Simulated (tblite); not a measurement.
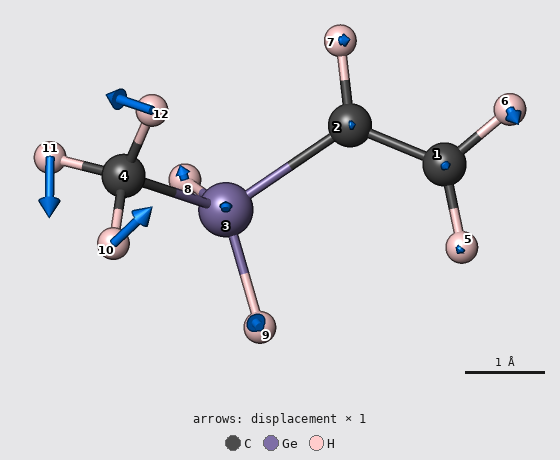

A relaxation of C3H8Ge. The starting structure is drawn; blue arrows show the displacements, at their true length. The two geometries are superimposed by the best rigid fit.

Style: ball-and-stick. Shown at a tilt.

These are results of GFN2-xTB geometry optimisation, gas phase in tblite 0.8.0, not measurements. 

What happened in the run?

Answer. The largest move after the best rigid fit is that of H11, 0.84 Å. By element the largest moves are H 0.84 Å, Ge 0.14 Å, C 0.10 Å. Among the contacts that change: Ge3–H9 1.559 → 1.504 Å, Ge3–H8 1.561 → 1.507 Å, Ge3–C4 1.924 → 1.970 Å, C2–Ge3 1.925 → 1.951 Å. Bond angles that change, for instance: H11–C4–H12 113.1° → 108.2°, Ge3–C4–H11 106.3° → 111.2°, C2–Ge3–H8 104.7° → 109.6°. Groups turn about Ge3–C4 by about 50°. After 88 geometry steps the energy has fallen by 4.90 kcal/mol.
